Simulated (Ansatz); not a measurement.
Energy over volume and axial ratio for Re (hcp, Mg type)

Re (hcp, Mg type)

Space group P6₃/mmc (No. 194); a = 2.758 Å, b = 2.758 Å, c = 4.463 Å, α = 90.00°, β = 90.00°, γ = 120.00°

| atom | site | symmetry | x | y | z |
|---|---|---|---|---|---|
| Re | 2d | -6m2 | 0.6667 | 0.3333 | 0.2500 |

Grid over V/V₀ and (c/a)/(c/a)₀, subscript 0 meaning the relaxed cell; the conventional c axis lies along z; no internal relaxation.

Computed with r2SCAN (plane waves to 500 eV, PAW, scalar-relativistic; Ansatz, an electronic-structure program). k mesh 19×19×11 (Γ-centred), Fermi-Dirac smearing 0.05 eV. E stands for the smeared free energy. Compression counts positive. With partly filled bands, the response to shear is sensitive to the k mesh, so small differences along c/a are uncertain. Re is run without spin polarisation. Re was relaxed with its symmetry unable to fall. Spin-orbit coupling is left out, though Re is heavy. The PAW data are Ansatz's earlier set. The zero of ΔE is the relaxed starting cell.

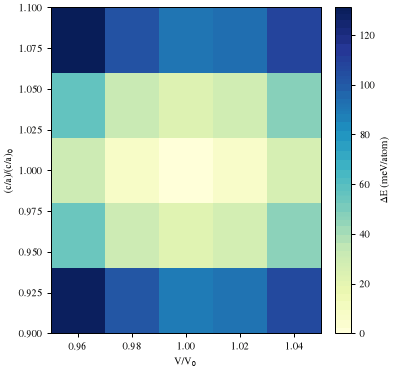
Figure: ΔE (meV/atom) over the 5×5 grid of computed points.

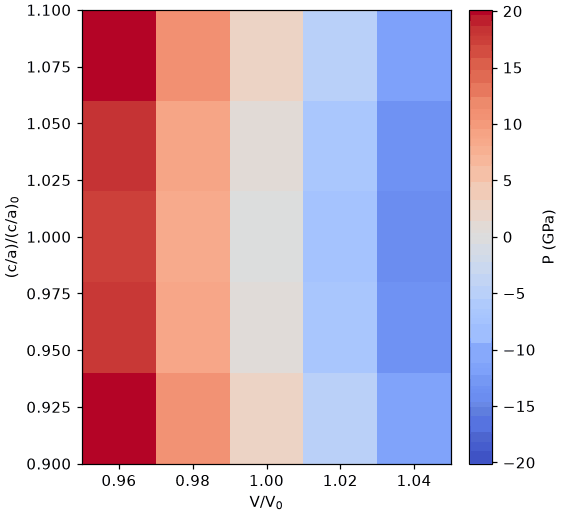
Figure: P (GPa) over the 5×5 grid of computed points.

Lowest place on the grid: V/V₀ = 1.000, (c/a)/(c/a)₀ = 1.000 (0 meV/atom). Highest place on the grid: V/V₀ = 0.960, (c/a)/(c/a)₀ = 1.080 (131 meV/atom).

(A scan under strain: stresses follow from slopes of the energy per volume, elastic moduli from its curvatures.)
